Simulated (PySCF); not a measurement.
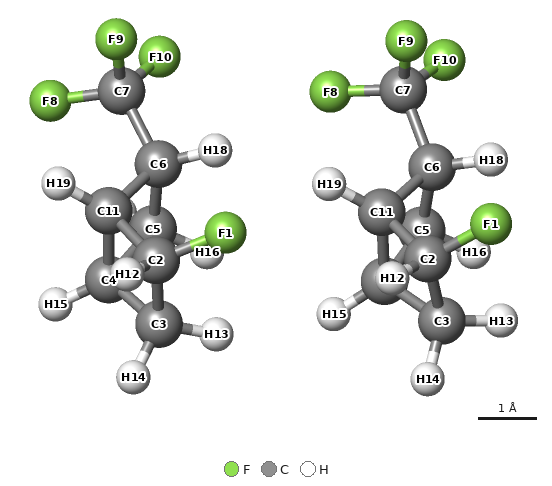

Two geometries of C$_{7}$H$_{8}$F$_{4}$, drawn at one scale. One is the start of a relaxation, the other its converged end. The picture is a ball-and-stick view, seen from a free direction.

Method: PySCF 2.14.0, density-fitted response routines, PBE0-D3(BJ)/def2-SVP geometry optimisation, gas phase. 

**Which of the two is the end point?**

The right one is the relaxed one. The start comes from GFN2-xTB. Its atoms were then displaced at random by about 0.01 Å. After 15 geometry steps the energy has fallen by 0.163 eV. The atom that moves furthest after the best rigid fit is an H atom (0.32 Å). Largest moves by element: H 0.32 Å, F 0.32 Å, C 0.14 Å. Among the contacts that change: C–C 1.494 → 1.547 Å, C–C 1.566 → 1.534 Å, C–H 1.073 → 1.099 Å, C–F 1.359 → 1.336 Å. Among the angles between lasting bonds that change: C–C–H 120.2° → 116.6°, C–C–H 115.4° → 118.3°, C–C–H 114.2° → 117.1°. Cost: 2.8 min on 2 threads of Intel(R) Xeon(R) Platinum 8488C, with other jobs on the host.
